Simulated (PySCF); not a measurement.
# PH2OH: electronic excitations at several levels of theory

Aim: compute the electronic excitations of PH2OH (`OP`) at several levels, and see how far they spread and what each costs.

Computed with PySCF 2.14.0, with density-fitted response routines of our own, on a single molecule in the gas phase. Atoms are numbered from 0 throughout.

### Step 1. The molecule as given

5 atoms, charge 0, multiplicity 1; geometry from: GFN2-xTB.

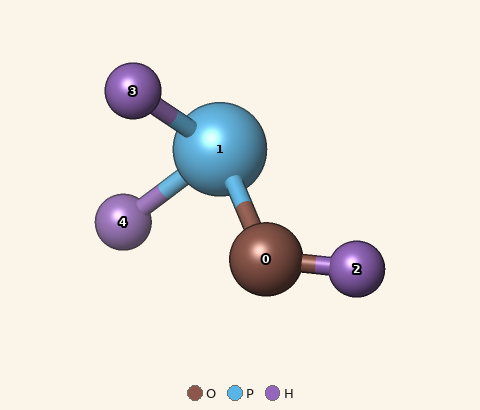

The starting geometry (oxygen brown, phosphorus blue, hydrogen purple), atoms numbered; sticks join atoms by distance.

### Step 2. Geometry optimisation at PBE0-D3(BJ)/def2-SVP

What the job is given:

```
{"job": {"xc": "PBE0", "basis": "def2-SVP", "d3": "d3bj", "grid": 1, "kind": "geom"}, "charge": 0, "multiplicity": 1}
O      0.904440    -0.173370     0.366170
P     -0.418520     0.141020    -0.560370
H      1.723020    -0.187740    -0.132250
H     -0.973430     1.097870     0.303090
H     -1.218260    -0.872080    -0.011010
```

Launch:

```
$ OMP_NUM_THREADS=1 python probes_run.py task.json out
```

One launch serves the whole session: the jobs run in the order shown.

The log of the run:

```text
step   0  E = -417.98839190  max force = 0.015337
step   1  E = -417.99017071  max force = 0.007973
step   2  E = -417.99063281  max force = 0.002727
step   3  E = -417.99065125  max force = 0.000855
step   4  E = -417.99065320  max force = 0.000112
optimisation converged
```

Run time: 3.8 s. Hardware: 1 thread, shared host.

Step by step:

| step | energy from step 0 (eV) | largest force component (eV/Å) |
| --- | --- | --- |
| 0 | 0.0000 | 0.7887 |
| 1 | -0.0484 | 0.4100 |
| 2 | -0.0610 | 0.1402 |
| 3 | -0.0615 | 0.0440 |
| 4 | -0.0615 | 0.0058 |

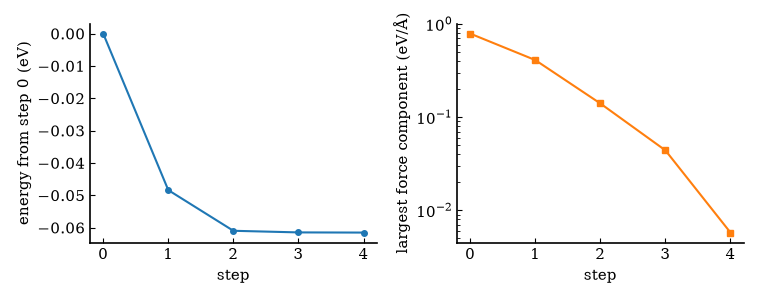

Energy and force, step by step.

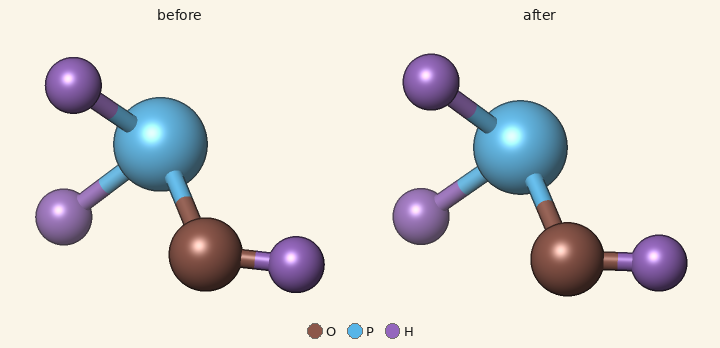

The geometry before (left) and after (right).

Distances of close pairs at the start and the end, largest changes first:

| bond | before (Å) | after (Å) | change (Å) |
| --- | --- | --- | --- |
| P1–H4 | 1.403 | 1.432 | +0.030 |
| P1–H3 | 1.403 | 1.433 | +0.030 |
| O0–P1 | 1.645 | 1.670 | +0.024 |
| O0–H2 | 0.958 | 0.963 | +0.004 |

The end geometry stands in the next job.

| at the end point | value |
| --- | --- |
| point group (found at 0.08 Å tolerance) | Cs |
| rotational constants (GHz, main isotopes) | 110.1, 14.416, 14.285 |
| dipole moment (D) | 0.77 |

### Step 3. TDDFT and polarisability: PBE0/aug-cc-pVDZ

What the job is given:

```
{"job": {"kind": "uv", "xc": "PBE0", "basis": "aug-cc-pVDZ"}, "charge": 0, "multiplicity": 1}
O      0.954962    -0.187591     0.398902
P     -0.394454     0.134633    -0.530350
H      1.725298    -0.184562    -0.178336
H     -1.006413     1.129617     0.299252
H     -1.262142    -0.886397    -0.023838
```

Method: TDDFT PBE0/aug-cc-pVDZ, vertical, gas phase, core orbitals frozen in the response.

The log of the run:

```text
coarse grid: 4576 points
cycle   1  E = -418.1034529832  dE =  9.605e-02  |g| = 5.867e-01  |ddm| = 3.794e+00
cycle   2  E = -417.9536968233  dE =  1.498e-01  |g| = 1.041e+00  |ddm| = 1.786e+00
cycle   3  E = -418.1684699388  dE = -2.148e-01  |g| = 4.855e-02  |ddm| = 1.121e+00
cycle   4  E = -418.1690718177  dE = -6.019e-04  |g| = 1.126e-02  |ddm| = 1.077e-01
cycle   5  E = -418.1691112873  dE = -3.947e-05  |g| = 1.500e-03  |ddm| = 2.145e-02
cycle   6  E = -418.1691121051  dE = -8.178e-07  |g| = 2.901e-04  |ddm| = 3.421e-03
final grid: 39256 points
cycle   7  E = -418.1734757303  dE = -8.202e-06  |g| = 3.453e-03  |ddm| = 4.223e-02
cycle   8  E = -418.1734725038  dE =  3.226e-06  |g| = 5.426e-03  |ddm| = 1.158e-02
cycle   9  E = -418.1734782157  dE = -5.712e-06  |g| = 4.271e-04  |ddm| = 6.504e-03
cycle  10  E = -418.1734782673  dE = -5.160e-08  |g| = 5.178e-05  |ddm| = 1.127e-03
cycle  11  E = -418.1734782681  dE = -7.897e-10  |g| = 1.322e-05  |ddm| = 1.229e-04
converged SCF energy = -418.1734782681

Static polarisability (au): isotropic 33.460, principal 31.895 31.982 36.503

Singlet excitations
state   eV       nm        f      main configurations
  1   5.4224    228.7   0.03851   H->L 0.98
  2   6.3020    196.7   0.08175   H->L+1 0.98
  3   6.6126    187.5   0.00205   H-1->L 0.97
  4   7.0870    174.9   0.01661   H->L+3 0.96
  5   7.0936    174.8   0.10530   H->L+2 0.96
  6   7.4740    165.9   0.00372   H->L+4 0.97
  7   7.8523    157.9   0.03868   H-1->L+1 0.95
  8   7.9720    155.5   0.05258   H->L+5 0.98
  9   8.4080    147.5   0.04878   H-1->L+3 0.93
 10   8.4630    146.5   0.04604   H-1->L+2 0.93

Triplet excitations (Tamm-Dancoff, eV): 4.4490 5.6073 6.0435 6.1905
```

Wall time 2.8 s (1 thread, shared host).

The orbitals next to the gap, with their largest atomic shares:

| orbital | eV | atoms |
| --- | --- | --- |
| HOMO−3 | -11.82 | O0 66 %, P1 21 %, H4 5 % |
| HOMO−2 | -11.67 | P1 40 %, O0 34 %, H3 12 % |
| HOMO−1 | -8.90 | O0 55 %, P1 21 %, H4 10 % |
| HOMO | -7.38 | P1 69 %, O0 16 %, H3 7 % |
| LUMO | -0.67 | P1 47 %, H2 28 %, O0 10 % |
| LUMO+1 | 0.08 | H3 35 %, H4 35 %, P1 22 % |
| LUMO+2 | 0.73 | P1 49 %, H4 23 %, H3 23 % |

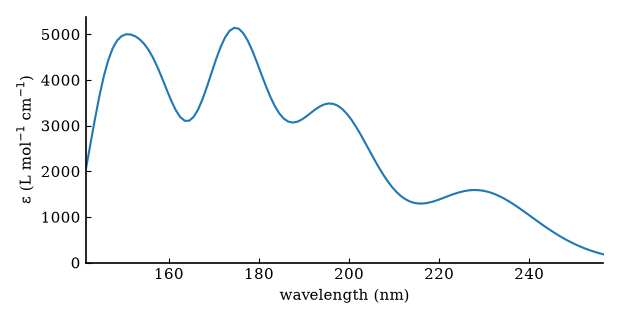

Absorption spectrum: each of the 10 states is a Gaussian band of 0.4 eV half-width at 1/e. Beyond the last state computed it falls off for lack of states.

Further results of this job:

| property | computed |
| --- | --- |
| dipole moment (D) | 0.64 |
| polarisability (Å³) | 4.96 |
| HOMO–LUMO gap (eV) | 6.71 |
| −ε(HOMO) (eV) | 7.38 |

### Step 4. Ultraviolet spectrum: PBE0/aug-cc-pVTZ

What the job is given:

```
{"job": {"kind": "uv", "xc": "PBE0", "basis": "aug-cc-pVTZ"}, "charge": 0, "multiplicity": 1}
O      0.954962    -0.187591     0.398902
P     -0.394454     0.134633    -0.530350
H      1.725298    -0.184562    -0.178336
H     -1.006413     1.129617     0.299252
H     -1.262142    -0.886397    -0.023838
```

Level: TDDFT PBE0/aug-cc-pVTZ, vertical, gas phase, core orbitals frozen in the response.

The log of the run:

```text
coarse grid: 4576 points
cycle   1  E = -418.1408448671  dE =  7.915e-02  |g| = 6.333e-01  |ddm| = 3.727e+00
cycle   2  E = -417.9741693495  dE =  1.667e-01  |g| = 1.126e+00  |ddm| = 1.673e+00
cycle   3  E = -418.2107986552  dE = -2.366e-01  |g| = 5.665e-02  |ddm| = 1.069e+00
cycle   4  E = -418.2115533819  dE = -7.547e-04  |g| = 1.376e-02  |ddm| = 1.020e-01
cycle   5  E = -418.2116046665  dE = -5.128e-05  |g| = 2.261e-03  |ddm| = 2.152e-02
cycle   6  E = -418.2116059374  dE = -1.271e-06  |g| = 3.212e-04  |ddm| = 3.335e-03
final grid: 39256 points
cycle   7  E = -418.2120453745  dE = -2.267e-05  |g| = 4.911e-03  |ddm| = 7.752e-02
cycle   8  E = -418.2120405989  dE =  4.776e-06  |g| = 7.096e-03  |ddm| = 1.295e-02
cycle   9  E = -418.2120493030  dE = -8.704e-06  |g| = 8.931e-04  |ddm| = 7.907e-03
cycle  10  E = -418.2120494560  dE = -1.529e-07  |g| = 1.095e-04  |ddm| = 1.174e-03
cycle  11  E = -418.2120494591  dE = -3.186e-09  |g| = 2.378e-05  |ddm| = 1.968e-04
cycle  12  E = -418.2120494593  dE = -1.308e-10  |g| = 3.082e-06  |ddm| = 3.403e-05
converged SCF energy = -418.2120494593

Static polarisability (au): isotropic 33.978, principal 32.474 32.483 36.977

Singlet excitations
state   eV       nm        f      main configurations
  1   5.3789    230.5   0.03869   H->L 0.97
  2   6.2987    196.8   0.07838   H->L+1 0.98
  3   6.6160    187.4   0.00185   H-1->L 0.96
  4   7.0218    176.6   0.01264   H->L+2 0.94
  5   7.0318    176.3   0.10903   H->L+3 0.94
  6   7.3186    169.4   0.00061   H->L+4 0.95
  7   7.7443    160.1   0.03681   H->L+5 0.98
  8   7.8914    157.1   0.03113   H-1->L+1 0.94
  9   8.3746    148.0   0.01057   H-1->L+3 0.70, H->L+6 0.19
 10   8.4092    147.4   0.04732   H-1->L+2 0.90

Triplet excitations (Tamm-Dancoff, eV): 4.3709 5.5072 6.0492 6.1980
```

It took 6.8 s on 1 thread, shared host.

This run: HOMO -7.39 eV, LUMO -0.71 eV; lowest singlet 5.38 eV.

### Step 5. TDDFT and polarisability: PBE0/def2-TZVPD

What the job is given:

```
{"job": {"kind": "uv", "xc": "PBE0", "basis": "def2-TZVPD"}, "charge": 0, "multiplicity": 1}
O      0.954962    -0.187591     0.398902
P     -0.394454     0.134633    -0.530350
H      1.725298    -0.184562    -0.178336
H     -1.006413     1.129617     0.299252
H     -1.262142    -0.886397    -0.023838
```

With the program's defaults for keys left out, this is: TDDFT PBE0/def2-TZVPD, vertical, gas phase, core orbitals frozen in the response.

The log of the run:

```text
coarse grid: 4576 points
cycle   1  E = -418.1409896185  dE =  7.540e-02  |g| = 6.367e-01  |ddm| = 1.502e+00
cycle   2  E = -417.9726874627  dE =  1.683e-01  |g| = 1.128e+00  |ddm| = 8.209e-01
cycle   3  E = -418.2113792964  dE = -2.387e-01  |g| = 6.027e-02  |ddm| = 5.369e-01
cycle   4  E = -418.2122176307  dE = -8.383e-04  |g| = 1.373e-02  |ddm| = 5.332e-02
cycle   5  E = -418.2122678018  dE = -5.017e-05  |g| = 2.674e-03  |ddm| = 1.342e-02
cycle   6  E = -418.2122692303  dE = -1.429e-06  |g| = 2.795e-04  |ddm| = 2.396e-03
final grid: 39256 points
cycle   7  E = -418.2119303869  dE = -1.588e-05  |g| = 4.869e-03  |ddm| = 1.835e-02
cycle   8  E = -418.2119258287  dE =  4.558e-06  |g| = 6.896e-03  |ddm| = 6.277e-03
cycle   9  E = -418.2119340200  dE = -8.191e-06  |g| = 9.758e-04  |ddm| = 3.536e-03
cycle  10  E = -418.2119341843  dE = -1.643e-07  |g| = 9.476e-05  |ddm| = 6.920e-04
cycle  11  E = -418.2119341865  dE = -2.216e-09  |g| = 2.473e-05  |ddm| = 1.049e-04
cycle  12  E = -418.2119341866  dE = -1.442e-10  |g| = 2.861e-06  |ddm| = 2.206e-05
converged SCF energy = -418.2119341866

Static polarisability (au): isotropic 33.722, principal 32.181 32.264 36.721

Singlet excitations
state   eV       nm        f      main configurations
  1   5.4314    228.3   0.04091   H->L 0.98
  2   6.6362    186.8   0.09475   H->L+1 0.99
  3   6.6681    185.9   0.00168   H-1->L 0.98
  4   7.1349    173.8   0.10970   H->L+2 0.95
  5   7.3752    168.1   0.00861   H->L+3 0.95
  6   8.1964    151.3   0.00554   H->L+4 0.75, H-1->L+1 0.24
  7   8.2471    150.3   0.02427   H-1->L+1 0.72, H->L+4 0.24
  8   8.4283    147.1   0.01946   H-1->L+2 0.48, H->L+5 0.40, H->L+6 0.11
  9   8.4907    146.0   0.01399   H->L+5 0.56, H-1->L+2 0.23, H->L+6 0.18
 10   8.7700    141.4   0.08325   H-1->L+3 0.92

Triplet excitations (Tamm-Dancoff, eV): 4.3431 5.4659 6.2304 6.3091
```

It took 3.9 s on 1 thread, shared host.

Key values: HOMO -7.38 eV, LUMO -0.60 eV; lowest singlet 5.43 eV.

### Step 6. TDDFT and polarisability: PBE0/6-31+G*

What the job is given:

```
{"job": {"kind": "uv", "xc": "PBE0", "basis": "6-31+G*"}, "charge": 0, "multiplicity": 1}
O      0.954962    -0.187591     0.398902
P     -0.394454     0.134633    -0.530350
H      1.725298    -0.184562    -0.178336
H     -1.006413     1.129617     0.299252
H     -1.262142    -0.886397    -0.023838
```

With the program's defaults for keys left out, this is: TDDFT PBE0/6-31+G*, vertical, gas phase, core orbitals frozen in the response.

The log of the run:

```text
coarse grid: 4576 points
cycle   1  E = -418.0966249744  dE =  9.023e-02  |g| = 5.745e-01  |ddm| = 1.979e+00
cycle   2  E = -417.9643247948  dE =  1.323e-01  |g| = 9.931e-01  |ddm| = 1.096e+00
cycle   3  E = -418.1603519468  dE = -1.960e-01  |g| = 4.628e-02  |ddm| = 7.489e-01
cycle   4  E = -418.1608836347  dE = -5.317e-04  |g| = 8.570e-03  |ddm| = 6.623e-02
cycle   5  E = -418.1609056254  dE = -2.199e-05  |g| = 1.242e-03  |ddm| = 1.867e-02
cycle   6  E = -418.1609061398  dE = -5.144e-07  |g| = 1.783e-04  |ddm| = 2.936e-03
final grid: 39256 points
cycle   7  E = -418.1342554977  dE = -6.342e-06  |g| = 3.516e-03  |ddm| = 1.372e-02
cycle   8  E = -418.1342525915  dE =  2.906e-06  |g| = 5.349e-03  |ddm| = 7.170e-03
cycle   9  E = -418.1342582059  dE = -5.614e-06  |g| = 4.703e-04  |ddm| = 3.898e-03
cycle  10  E = -418.1342582693  dE = -6.339e-08  |g| = 3.785e-05  |ddm| = 6.400e-04
cycle  11  E = -418.1342582697  dE = -4.019e-10  |g| = 1.072e-05  |ddm| = 5.568e-05
converged SCF energy = -418.1342582697

Static polarisability (au): isotropic 27.348, principal 24.538 26.769 30.737

Singlet excitations
state   eV       nm        f      main configurations
  1   5.4948    225.6   0.05749   H->L 0.99
  2   6.5323    189.8   0.11062   H->L+1 0.99
  3   6.6128    187.5   0.00157   H-1->L 0.98
  4   7.5896    163.4   0.04348   H->L+2 0.75, H->L+4 0.22
  5   7.6167    162.8   0.03856   H->L+3 0.97
  6   7.7626    159.7   0.06848   H->L+4 0.76, H->L+2 0.19
  7   8.0901    153.3   0.06004   H-1->L+1 0.95
  8   8.5178    145.6   0.01604   H->L+5 0.89
  9   8.9243    138.9   0.03621   H-1->L+3 0.90
 10   9.0836    136.5   0.11164   H-1->L+2 0.69, H-1->L+4 0.15

Triplet excitations (Tamm-Dancoff, eV): 4.4119 5.8420 6.2131 6.2196
```

It took 1.7 s on 1 thread, shared host.

Key values: HOMO -7.42 eV, LUMO -0.65 eV; lowest singlet 5.49 eV.

### Step 7. Comparing the runs: electronic excitations

Excitations and ground-state properties, with basis size and wall time:

| run | lowest singlet (eV) | brightest (eV) | f | gap (eV) | α (Å³) | μ (D) | functions | time |
| --- | --- | --- | --- | --- | --- | --- | --- | --- |
| PBE0/aug-cc-pVDZ | 5.42 | 7.09 | 0.105 | 6.71 | 4.96 | 0.64 | 77 | 2.8 s |
| PBE0/aug-cc-pVTZ | 5.38 | 7.03 | 0.109 | 6.68 | 5.04 | 0.67 | 165 | 6.8 s |
| PBE0/def2-TZVPD | 5.43 | 7.13 | 0.110 | 6.79 | 5.00 | 0.68 | 110 | 3.9 s |
| PBE0/6-31+G* | 5.49 | 9.08 | 0.112 | 6.76 | 4.05 | 0.82 | 46 | 1.7 s |

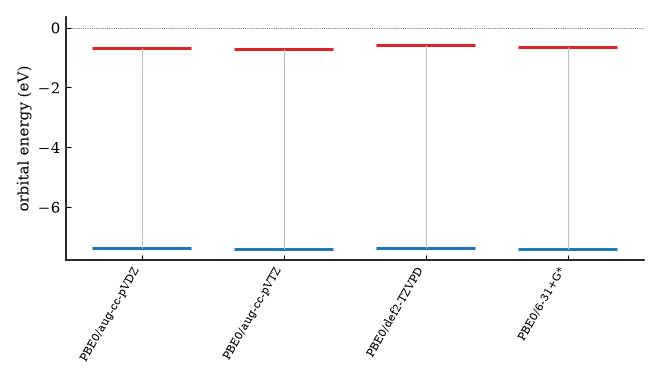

HOMO (blue) and LUMO (red) run by run.

### Step 8. What came out

| quantity | value |
| --- | --- |
| point group | Cs |
| rotational constants (main isotopes) | 110.10, 14.42, 14.28 GHz |
| lowest singlet (PBE0/aug-cc-pVDZ) | 5.42 eV (229 nm), f = 0.039 |
| brightest single state of those computed | state 5, 7.09 eV, f = 0.105 |
| lowest triplet | 4.45 eV |
| range of the lowest singlet | 5.38 to 5.49 eV |

What this shows: Single values in the summary come from the first run of each kind that ended normally (PBE0/aug-cc-pVDZ), which need not be the best level. The optimisation took 4 steps and gained 0.062 eV; among the close pairs (by a distance rule), P1–H4 changed most, from 1.403 to 1.432 Å. The lowest singlet, at 5.42 eV, is HOMO→LUMO 0.98 and is weak; of the 10 states computed, the strongest absorption comes from states 4 to 5 together at 7.09 eV. The lowest triplet lies 0.97 eV below the lowest singlet (triplets in Tamm-Dancoff, singlets in full TDDFT). The lowest singlet runs from 5.38 eV (PBE0/aug-cc-pVTZ) to 5.49 eV (PBE0/6-31+G*), while the orbital gap spans 6.68 to 6.79 eV. The lowest state need not be the same one in every run. The runs solved for a few states only, so the brightest column depends on that window.
